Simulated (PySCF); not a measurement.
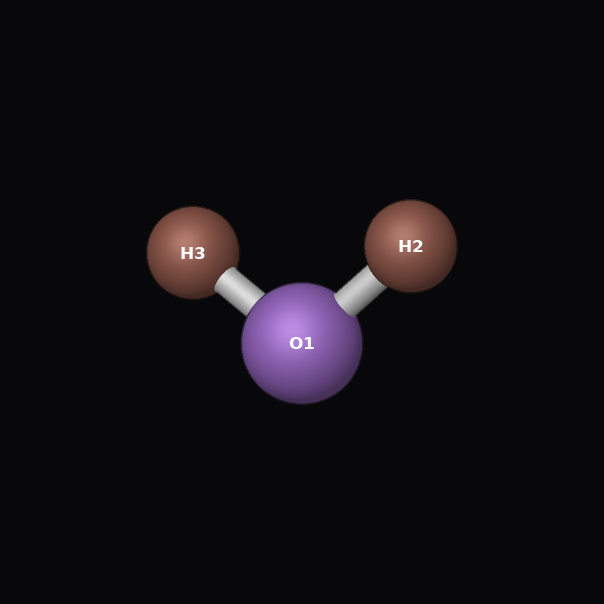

The geometry was computed by an optimisation with PBE0-D3(BJ)/def2-SVP. No frequency run is at hand to confirm it as a minimum. Properties computed with GIAO WP04/pcSseg-2 NMR shielding, non-relativistic, gas phase (PySCF 2.14.0). Principal shieldings σ11 ≤ σ22 ≤ σ33, span Ω = σ33 − σ11, skew κ = 3(σiso − σ22)/Ω.

Give the shielding tensors of the O atoms.

```csv
atom,σ11,σ22,σ33,σiso,Ω,κ
O1,288.8,301.4,352.0,314.1,63.2,0.60
```

Shieldings and span in ppm.
